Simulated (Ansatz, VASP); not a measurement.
**Cross-check of Lu2CCl2 between VASP and Ansatz**

Aim: how closely do two programs agree when they are given the same cell, functional and k mesh?

Method: plane waves, with VASP 6.6.1 beside it; band structure at LDA, in Ansatz 0.2.0.

**1. The starting structure**

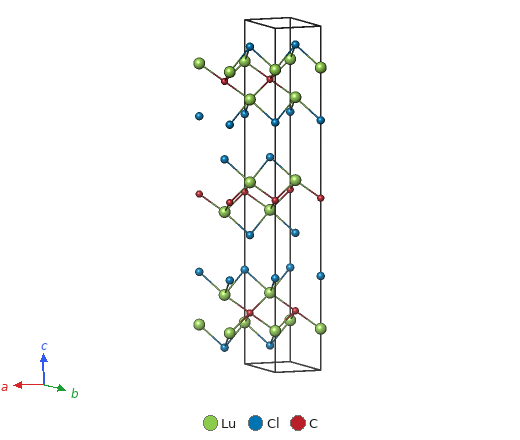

Start, viewed from a free direction; lutetium green, chlorine blue, carbon red. 2×1×1 cells are drawn. This picture shows the conventional cell, with its axes. Bonds to atoms that aren't drawn are left out. Some periodic images of atoms are drawn too.

**2. VASP: band structure, LDA**

The same path points are solved in both programs, so levels can be compared one by one.

Lines of VASP's logs that name or quote its potential files are left out, and so is its time.

Input file INCAR:

```
SYSTEM = Lu2CCl2
PREC = Accurate
ENCUT = 440
EDIFF = 1E-08
NELM = 100
ISMEAR = 0
SIGMA = 0.01
LREAL = .FALSE.
ALGO = Normal
GGA = CA
NBANDS = 42
LORBIT = 11
LWAVE = .TRUE.
LCHARG = .FALSE.
KPAR = 4
```

Input file POSCAR:

```
Lu2CCl2
1.0
    1.7934110645      1.0354263608      9.1525990727
   -1.7934110645      1.0354263608      9.1525990727
    0.0000000000     -2.0708527217      9.1525990727
Lu Cl C
2 2 1
Direct
    0.1204420852      0.1204420852      0.1204420852
    0.8795579148      0.8795579148      0.8795579148
    0.7262460539      0.7262460539      0.7262460539
    0.2737539461      0.2737539461      0.2737539461
    0.5000000000      0.5000000000      0.5000000000
```

Input file KPOINTS:

```
Automatic mesh
0
Gamma
4 4 4
0 0 0
```

Input file KPOINTS_OPT:

```
Line mode
12
Line-mode
Reciprocal
  0.00000000   0.00000000   0.00000000 GAMMA
  0.50000000   0.00000000   0.00000000 L

  0.50000000   0.00000000   0.00000000 L
  0.50000000   0.17519881  -0.17519881 B1

  0.82480119   0.50000000   0.17519881 B
  0.50000000   0.50000000   0.50000000 Z

  0.50000000   0.50000000   0.50000000 Z
  0.00000000   0.00000000   0.00000000 GAMMA

  0.00000000   0.00000000   0.00000000 GAMMA
  0.33759941   0.00000000  -0.33759941 X

  0.66240059   0.33759941   0.00000000 Q
  0.50000000   0.50000000   0.00000000 F

  0.50000000   0.50000000   0.00000000 F
  0.66240059   0.66240059   0.17519881 P1

  0.66240059   0.66240059   0.17519881 P1
  0.50000000   0.50000000   0.50000000 Z

  0.50000000   0.00000000   0.00000000 L
  0.82480119   0.33759941   0.33759941 P
```

Potentials, in the order of the species: Lu, Cl_GW and C_GW (PBE family, release 64).

Launch:

```sh
mpirun -np 4 vasp_std
```

Numbers of over 12 decimals in the logs are rounded to 6 here.

The program printed:

```text
[banner, memory and clock lines left out]
running    4 mpi-ranks, on    1 nodes
 distrk:  each k-point on    1 cores,    4 groups
 distr:  one band on    1 cores,    1 groups

 POSCAR found type information on POSCAR LuClC
 POSCAR found :  3 types and       5 ions
|                                                                             |
|               ----> ADVICE to this user running VASP <----                  |
|                                                                             |
|     You enforced a specific xc type in the INCAR file but a different       |
|     [... a line on the potential file left out ...]
|     I HOPE YOU KNOW WHAT YOU ARE DOING!                                     |
|                                                                             |

 LDA part: xc-table for (Slater(with rela. corr.)+CA(PZ))
 , standard interpolation
 POSCAR, INCAR and KPOINTS ok, starting setup
 FFT: planning ... GRIDC
 FFT: planning ... GRID_SOFT
 FFT: planning ... GRID
 WAVECAR not read
 entering main loop
       N       E                     dE             d eps       ncg     rms          rms(c)
DAV:   1     0.536537726641E+03    0.53654E+03   -0.24580E+04  1608   0.460E+03
DAV:   2     0.540278345035E+02   -0.48251E+03   -0.46017E+03  1292   0.707E+02
DAV:   3    -0.268124721870E+02   -0.80840E+02   -0.78415E+02  1192   0.171E+02
DAV:   4    -0.370409922966E+02   -0.10229E+02   -0.10149E+02  1718   0.543E+01
DAV:   5    -0.375131408698E+02   -0.47215E+00   -0.47117E+00  1832   0.107E+01    0.127E+01
DAV:   6    -0.328213517418E+02    0.46918E+01   -0.18360E+01  1896   0.728E+01    0.491E+00
DAV:   7    -0.330854022562E+02   -0.26405E+00   -0.51561E+00  1504   0.182E+01    0.302E+00
DAV:   8    -0.330393680510E+02    0.46034E-01   -0.19626E+00  1750   0.135E+01    0.151E+00
DAV:   9    -0.329537061411E+02    0.85662E-01   -0.64860E-01  1824   0.561E+00    0.290E-01
DAV:  10    -0.329571948507E+02   -0.34887E-02   -0.62276E-02  1544   0.193E+00    0.164E-01
DAV:  11    -0.329571313367E+02    0.63514E-04   -0.44707E-03  1568   0.523E-01    0.546E-02
DAV:  12    -0.329571501010E+02   -0.18764E-04   -0.14138E-03  1704   0.496E-01    0.468E-02
DAV:  13    -0.329571180758E+02    0.32025E-04   -0.11113E-03  1792   0.237E-01    0.239E-02
DAV:  14    -0.329571023977E+02    0.15678E-04   -0.18483E-04  1688   0.134E-01    0.666E-03
DAV:  15    -0.329571048271E+02   -0.24293E-05   -0.17524E-05  1664   0.382E-02    0.294E-03
DAV:  16    -0.329571050438E+02   -0.21679E-06   -0.22776E-06  1728   0.200E-02    0.230E-03
DAV:  17    -0.329571049120E+02    0.13187E-06   -0.10689E-06  1616   0.916E-03    0.544E-04
DAV:  18    -0.329571049236E+02   -0.11649E-07   -0.13454E-07  1448   0.311E-03    0.361E-04
DAV:  19    -0.329571049223E+02    0.12769E-08   -0.17234E-08  1064   0.228E-03
   1 F= -.32957105E+02 E0= -.32957105E+02  d E =-.226268-124
 Start KPOINTS_OPT (optional k-point list driver)
k-point batch [1-13\108]
       N       E                     dE             ncg
DAV:   1    -0.681146242177E+03   -0.15683E+05     1614
DAV:   2    -0.676909951210E+04   -0.60880E+04     1260
DAV:   3    -0.782984315624E+04   -0.10607E+04     1242
DAV:   4    -0.796241881737E+04   -0.13258E+03     1832
DAV:   5    -0.796979501147E+04   -0.73762E+01     1848
DAV:   6    -0.796999958813E+04   -0.20458E+00     1798
DAV:   7    -0.797000543174E+04   -0.58436E-02     1768
DAV:   8    -0.797000575038E+04   -0.31864E-03     1784
DAV:   9    -0.797000577007E+04   -0.19695E-04     1776
DAV:  10    -0.797000577144E+04   -0.13678E-05     1736
DAV:  11    -0.797000577154E+04   -0.98409E-07     1472
DAV:  12    -0.797000577154E+04   -0.46402E-08     1008
[...]
k-point batch [105-108\108]
       N       E                     dE             ncg
DAV:   1     0.170497152703E+05   -0.89457E+04      496
DAV:   2     0.152452945419E+05   -0.18044E+04      384
DAV:   3     0.149461686597E+05   -0.29913E+03      384
DAV:   4     0.149120942091E+05   -0.34074E+02      584
DAV:   5     0.149104061354E+05   -0.16881E+01      560
DAV:   6     0.149103412820E+05   -0.64853E-01      568
DAV:   7     0.149103392061E+05   -0.20760E-02      536
DAV:   8     0.149103390734E+05   -0.13268E-03      552
DAV:   9     0.149103390649E+05   -0.84367E-05      544
DAV:  10     0.149103390644E+05   -0.55585E-06      536
DAV:  11     0.149103390644E+05   -0.36125E-07      448
DAV:  12     0.149103390644E+05   -0.15534E-08      296
 writing wavefunctions
```

From OUTCAR (step 2):

```text
ion  position               nearest neighbor table
   1  0.120  0.120  0.120-   5 2.43   5 2.43   5 2.43   3 2.66   3 2.66   3 2.66   2 3.28   2 3.28
                             2 3.28
   2  0.880  0.880  0.880-   5 2.43   5 2.43   5 2.43   4 2.66   4 2.66   4 2.66   1 3.28   1 3.28
                             1 3.28
   3  0.726  0.726  0.726-   1 2.66   1 2.66   1 2.66
   4  0.274  0.274  0.274-   2 2.66   2 2.66   2 2.66
   5  0.500  0.500  0.500-   1 2.43   2 2.43   1 2.43   1 2.43   2 2.43   2 2.43

  LATTYP: Found a trigonal (rhomboedric) cell.
 ALAT       =     9.3839491037
 COS(alpha) =     0.9269503065

 Subroutine GETGRP returns: Found 12 space group operations
 (whereof 12 operations were pure point group operations)

The static configuration has the point symmetry D_3d.

 Found     13 irreducible k-points:

   k-points           NKPTS =     13   k-points in BZ     NKDIM =     13   number of bands    NBANDS=     42

   dimension x,y,z NGX =    64 NGY =   64 NGZ =   64
   dimension x,y,z NGXF=   128 NGYF=  128 NGZF=  128

   ENCUT  =  440.0 eV  32.34 Ry    5.69 a.u.  16.05 16.05 16.05*2*pi/ulx,y,z

   NELECT =      68.0000    total number of electrons

 k-points in reciprocal lattice and weights: Automatic mesh
   0.00000000  0.00000000  0.00000000       0.016
   0.25000000  0.00000000 -0.00000000       0.094
   0.50000000  0.00000000 -0.00000000       0.047
   0.25000000  0.25000000 -0.00000000       0.094
   0.50000000  0.25000000 -0.00000000       0.188
  -0.25000000  0.25000000  0.00000000       0.094
   0.50000000  0.50000000 -0.00000000       0.047
   0.25000000  0.25000000  0.25000000       0.031
   0.50000000  0.25000000  0.25000000       0.094
  -0.25000000  0.25000000  0.25000000       0.094
   0.50000000  0.50000000  0.25000000       0.094
  -0.25000000  0.50000000  0.25000000       0.094
   0.50000000  0.50000000  0.50000000       0.016

 average (electrostatic) potential at core
       1 -33.8174       2 -33.8174       3 -84.1683       4 -84.1683       5 -50.0886

 E-fermi :   2.1516

 k-point     1 :       0.0000    0.0000    0.0000
  band No.  band energies     occupation
    ...
     30      -0.7564      2.00000
     31      -0.7564      2.00000
     32       1.2423      2.00000
     33       1.9847      2.00000
     34       1.9847      2.00000
     35       5.0206      0.00000
     36       5.0206      0.00000
     37       5.4639      0.00000
     38       5.8902      0.00000
     39       6.1081      0.00000
    ...

 k-point     2 :       0.2500    0.0000   -0.0000
  band No.  band energies     occupation
    ...
     30      -1.0669      2.00000
     31      -0.9066      2.00000
     32       0.8956      2.00000
     33       1.1698      2.00000
     34       1.8009      2.00000
     35       3.6541      0.00000
     36       5.9249      0.00000
     37       6.2368      0.00000
     38       6.6525      0.00000
     39       7.2052      0.00000
    ...

 k-point     3 :       0.5000    0.0000   -0.0000
  band No.  band energies     occupation
    ...
     30      -1.2154      2.00000
     31      -1.1174      2.00000
     32       0.3486      2.00000
     33       1.5086      2.00000
     34       1.8649      2.00000
     35       2.7613      0.00000
     36       6.2043      0.00000
     37       7.6076      0.00000
     38       8.0391      0.00000
     39       8.0823      0.00000
    ...

  Total       -1.9483805     -1.9483805     -0.3940691      0.0000000      0.0000000      0.0000000
  in kB      -30.6118528    -30.6118528     -6.1913907      0.0000000      0.0000000      0.0000000
  external PRESSURE =     -22.4716988 kB  Pullay stress =       0.0000000 kB

  energy-cutoff  :      440.00
  volume of cell :      101.98
      direct lattice vectors                 reciprocal lattice vectors
     1.793411065  1.035426361  9.152599073     0.278798325  0.160964288  0.036419527
    -1.793411065  1.035426361  9.152599073    -0.278798325  0.160964288  0.036419527
     0.000000000 -2.070852722  9.152599073     0.000000000 -0.321928575  0.036419527

 POSITION                                       TOTAL-FORCE (eV/Angst)
 -----------------------------------------------------------------------------------
      0.00000     -0.00000      3.30707         0.000000     -0.000000      0.106812
      0.00000     -0.00000     24.15072         0.000000      0.000000     -0.106812
      0.00000     -0.00000     19.94112         0.000000      0.000000     -0.119544
      0.00000     -0.00000      7.51668         0.000000     -0.000000      0.119544
      0.00000     -0.00000     13.72890        -0.000000     -0.000000     -0.000000
 -----------------------------------------------------------------------------------
    total drift:                               -0.000000     -0.000000      0.000000

  FREE ENERGIE OF THE ION-ELECTRON SYSTEM (eV)
  ---------------------------------------------------
  free  energy   TOTEN  =       -32.9571049223 eV

  energy  without entropy=      -32.9571049223  energy(sigma->0) =      -32.95710492

 total charge
# of ion       s       p       d       f       tot
--------------------------------------------------
    1        2.246   6.128   0.947  14.035  23.356
    2        2.246   6.128   0.947  14.035  23.356
    3        1.575   3.485   0.021   0.000   5.081
    4        1.575   3.485   0.021   0.000   5.081
    5        0.828   1.455   0.000   0.000   2.283
--------------------------------------------------
tot          8.469  20.682   1.936  28.071  59.158

[... 3 further parts left out ...]
```

The run ends at a pressure of -2.25 GPa, with forces up to 0.12 eV/Å.

[end of part 1 of 2]

[Lines on the potential files, build, host, timing and source positions are cut from VASP's logs without a mark.]

[Logs are printed without paths, hosts, clocks, repeated set-up lines and the standing remarks that a program may print on its own settings, such as how far it seeks lower states.]

[Hosts, paths, dates, database ids (printed as entryN), source tags and the programs' standing remarks are cut or masked in the printed files.]
